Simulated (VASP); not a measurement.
Data:

```
InAs
1.0
    0.00000     3.06965     3.06965
    3.06965     0.00000     3.06965
    3.06965     3.06965     0.00000
In As
1 1
Direct
  0.00000   0.00000   0.00000
  0.25000   0.25000   0.25000
```

Calculation: PBE GGA with D3 dispersion (zero damping), VASP's PBE PAW potentials (set 64) (plane waves; VASP). Settings: 520 eV cut-off, 12×12×12 Γ-centred mesh, tetrahedra with Blöchl corrections, potentials In_d As.

Unless said otherwise, spin-orbit coupling is left out, though it shifts the bands of the heavy elements here.

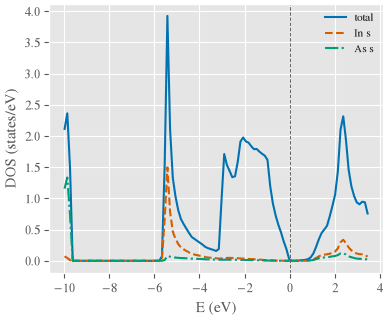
*Total and projected density of states, zero at the Fermi level*

Within 2 eV below the Fermi level the largest weight inside VASP's projection spheres is As p, then In p.

It has no gap at this level: it comes out as a metal or semimetal.

The compound is InAs in the zinc blende structure. It was relaxed first.
